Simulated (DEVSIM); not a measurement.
System: illuminated Si p-on-n cell, one wavelength, at 300 K.

```csv
layer (left to right),material,thickness (μm),Nd (cm⁻³),Na (cm⁻³),τn (s),τp (s),absorption coefficient (cm⁻¹)
1,Si,0.0580,-,5.5e17,8.9e-5,9.4e-5,74000
2,Si,21.0,2.3e15,-,9.5e-5,9.5e-5,74000
```

Left contact: ohmic, minority electron recombination velocity 7e6 cm/s. Right contact: ohmic, minority hole recombination velocity 7e6 cm/s. Voltage is applied to the left contact. Recombination: SRH at mid-gap, radiative, Auger. Light enters at the left, 4.6e16 photons cm⁻² s⁻¹, one pass, no reflection. Mobility is μmin + (μ − μmin)/(1 + (N/Nref)^α).

Constants are typed, rounded textbook-type inputs, not results; the design itself was drawn at random and stands for no fabricated device. Values at 300 K.

| parameter | Si |
|---|---|
| gap (eV) | 1.124 |
| affinity (eV) | 4.05 |
| permittivity | 11.7 |
| Nc (cm⁻³) | 2.86e19 |
| Nv (cm⁻³) | 3.1e19 |
| μn (cm²/Vs) | 1417 |
| μp (cm²/Vs) | 470 |
| μn,min | 52 |
| μp,min | 45 |
| Nref,n | 9.7e16 |
| Nref,p | 2.2e17 |
| αn | 0.68 |
| αp | 0.72 |
| B (cm³/s) | 4.7e-15 |
| Cn (cm⁶/s) | 2.8e-31 |
| Cp (cm⁶/s) | 9.9e-32 |

Model (solved in DEVSIM): 1D drift-diffusion, Boltzmann statistics, complete ionisation; no tunnelling, impact ionisation, image-force lowering or self-heating.

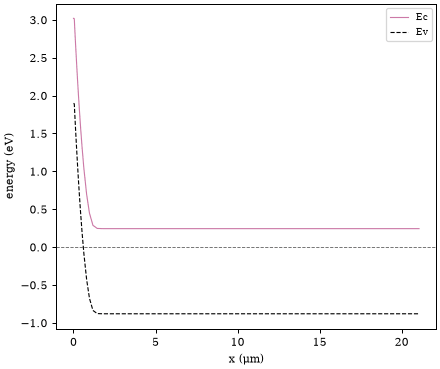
Fig. 1. Band edges at -2.0 V on the left contact, in the dark

Energies count from the Fermi level of the right contact; mesh points crowd at the junctions.

| x (μm) | Ec (eV) | Ev (eV) | n (cm⁻³) | p (cm⁻³) | field (V/cm) |
|---|---|---|---|---|---|
| 0.000 | 3.020 | 1.896 | 170 | 5.5e17 | ≈ 0 |
| 0.01562 | 3.020 | 1.896 | 120 | 5.5e17 | -43 |
| 0.03360 | 3.019 | 1.895 | < 1e2 | 5.4e17 | -1100 |
| 0.04994 | 3.009 | 1.885 | < 1e2 | 3.6e17 | -19000 |
| 0.07479 | 2.902 | 1.778 | < 1e2 | 5.7e15 | -44000 |
| 0.1092 | 2.755 | 1.631 | < 1e2 | 1.9e13 | -42000 |
| 0.1726 | 2.495 | 1.371 | < 1e2 | 8.5e8 | -40000 |
| 0.3600 | 1.812 | 0.688 | < 1e2 | 220 | -33000 |
| 0.6345 | 1.036 | -0.087 | 220 | 170 | -23000 |
| 1.186 | 0.288 | -0.836 | 4.2e14 | 120 | -4100 |
| 2.156 | 0.244 | -0.880 | 2.3e15 | 2200 | ≈ 0 |
| 5.026 | 0.244 | -0.880 | 2.3e15 | 9500 | ≈ 0 |
| 9.230 | 0.244 | -0.880 | 2.3e15 | 20000 | ≈ 0 |
| 14.36 | 0.244 | -0.880 | 2.3e15 | 33000 | ≈ 0 |
| 18.22 | 0.244 | -0.880 | 2.3e15 | 43000 | ≈ 0 |
| 19.53 | 0.244 | -0.880 | 2.3e15 | 47000 | ≈ 0 |
| 20.27 | 0.244 | -0.880 | 2.3e15 | 48000 | ≈ 0 |
| 20.64 | 0.244 | -0.880 | 2.3e15 | 49000 | ≈ 0 |
| 20.89 | 0.244 | -0.880 | 2.3e15 | 50000 | ≈ 0 |
| 20.98 | 0.244 | -0.880 | 2.3e15 | 50000 | ≈ 0 |
| 21.03 | 0.244 | -0.880 | 2.3e15 | 50000 | ≈ 0 |
| 21.06 | 0.244 | -0.880 | 2.3e15 | 50000 | ≈ 0 |
